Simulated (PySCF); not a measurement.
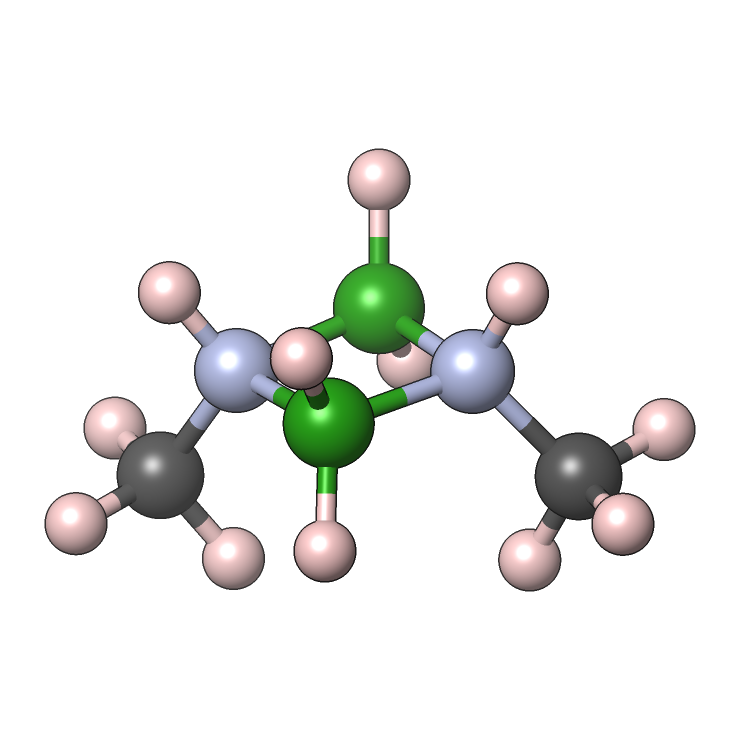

A ball-and-stick model of a molecule. Colours: boron green, hydrogen pink, nitrogen light blue, carbon dark grey.

Question: Give the formula.

Answer: C₂H₁₂B₂N₂, 18 atoms: 2 carbon, 12 hydrogen, 2 boron and 2 nitrogen.

Question: Count the bonded pairs by element.

Answer: 6 C–H, 4 B–H, 4 B–N, 2 C–N, 2 N–H. Sticks follow a distance rule.

The parts below concern this one geometry. Atoms keep their numbers from picture to picture. The geometry was computed by an optimisation with PBE0-D3(BJ)/def2-SVP. No frequency run is at hand to confirm it as a minimum.

Geometry

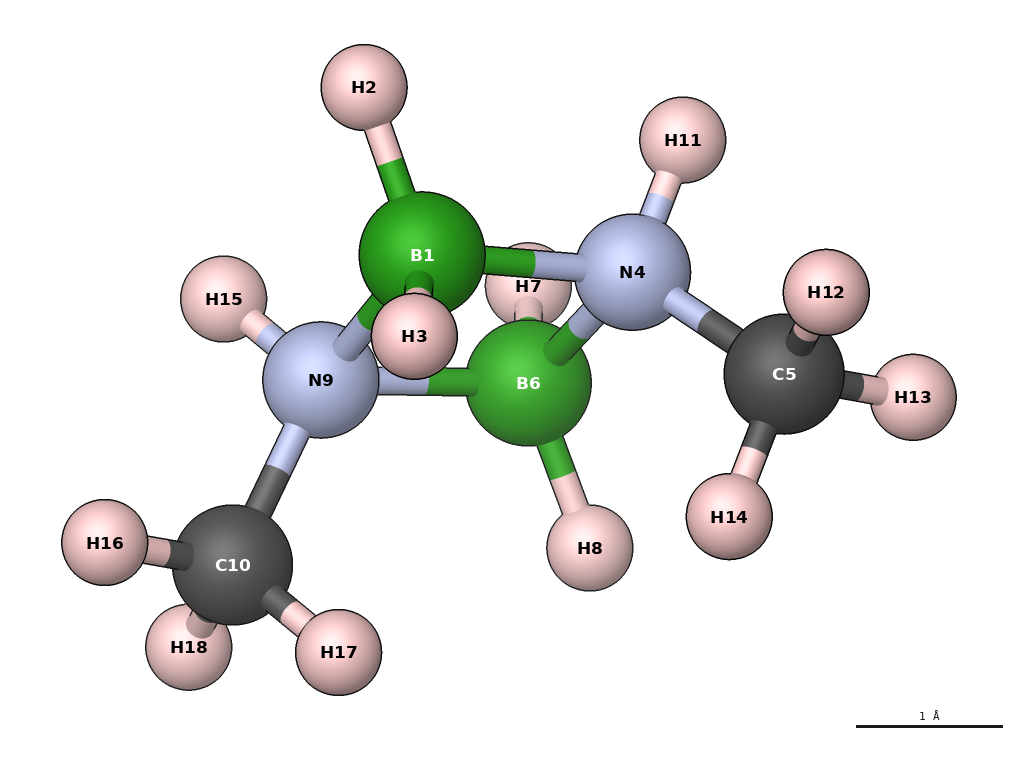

No frequency run is at hand to confirm it as a minimum.

Which atoms are bonded, and how long are the bonds? Leave out bonds to hydrogen.

```csv
bond,length (Å)
B1–N4,1.595
B1–N9,1.596
N4–C5,1.458
N4–B6,1.596
B6–N9,1.596
N9–C10,1.458
```

Dipole moment

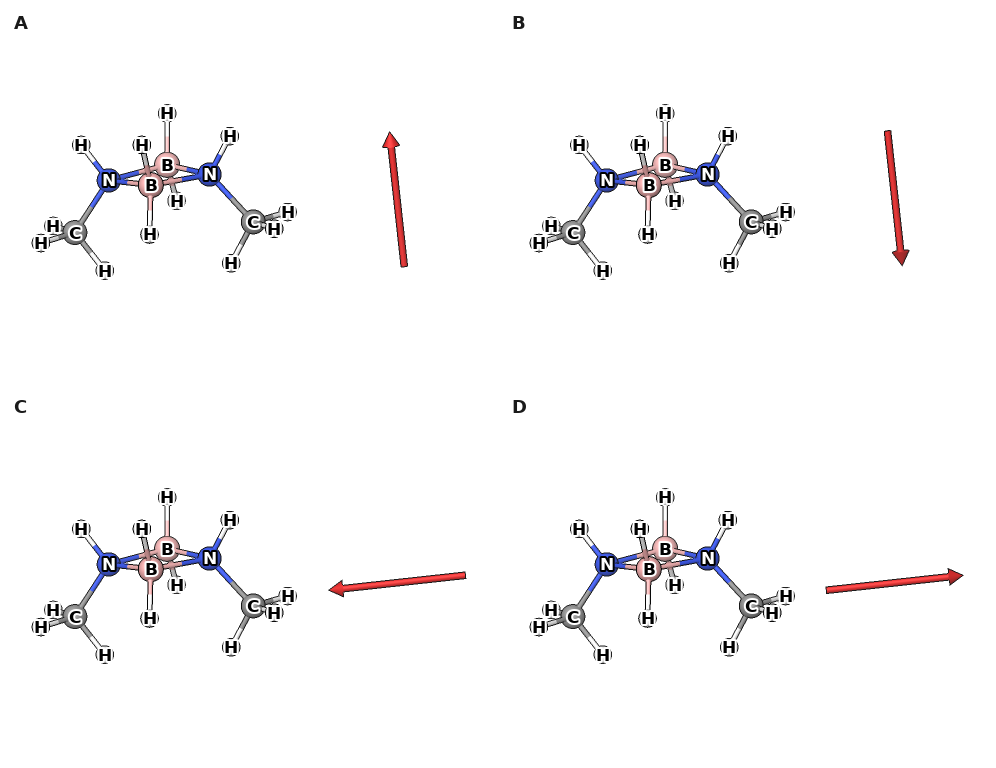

The same molecule four times, each with an arrow. No frequency run is at hand to confirm it as a minimum. Method: KT2/pcSseg-1, gas phase (PySCF 2.14.0).

Question: Which arrow points along the dipole moment, from the negative to the positive end?

Answer: B. The dipole moment is 0.39 D.

Ring current

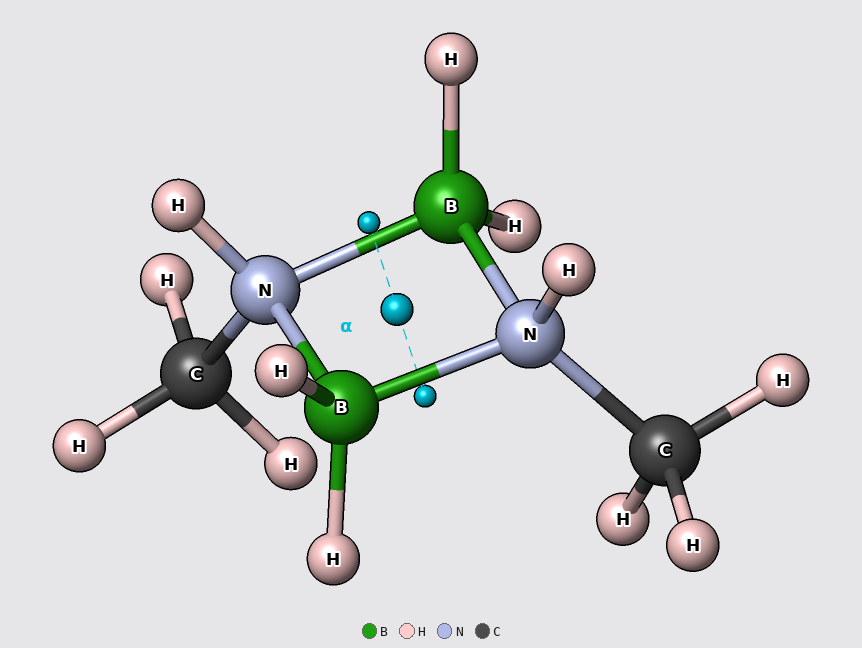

The small points mark where nucleus-independent chemical shifts (NICS) were computed: at the centre of each lettered ring and 1 Å above and below it. No frequency run is at hand to confirm it as a minimum. Method: GIAO PBE0/pcSseg-1 NMR shielding, non-relativistic, gas phase (PySCF 2.14.0).

Give NICS(0), NICS(1) and the out-of-plane component NICS(1)zz for each ring (means of the two sides).

```csv
ring,members,NICS(0),NICS(1),NICS(1)zz
α,B2N2,−6.7,−1.0,1.2
```

Values in ppm.

Charges

The questions are on Hirshfeld charges. No frequency run is at hand to confirm it as a minimum. Level of theory: PBE0/pcSseg-1, gas phase (PySCF 2.14.0).

Question: Which atom carries the highest charge (most positive or least negative)?

Answer: H11, H15 (0.14 e).

Question: And the lowest?

Answer: H2, H3, H7, H8 (−0.09 e).

Give the Hirshfeld charges atom by atom.

```csv
atom,value (e)
B1,0.03
H2,−0.09
H3,−0.09
N4,−0.08
C5,−0.05
B6,0.03
H7,−0.09
H8,−0.09
N9,−0.08
C10,−0.05
H11,0.14
H12,0.05
H13,0.05
H14,0.05
H15,0.14
H16,0.05
H17,0.05
H18,0.05
```

Spin–spin coupling

No frequency run is at hand to confirm it as a minimum. Properties computed with B3LYP/pcJ-1 indirect spin-spin coupling, non-relativistic, gas phase (PySCF 2.14.0). Isotopes: 11B, 13C, 1H, 15N.

Give the spin–spin coupling constants of these pairs, with the number of bonds between them: N4/C5, B6/H8, B1/H14, B1/H16, B6/H17.

```
   pair  bonds apart  J (Hz)
 N4, C5            1    −8.2
 B6, H8            1   122.8
B1, H14            3     2.1
B1, H16            3     1.8
B6, H17            3     2.1
```
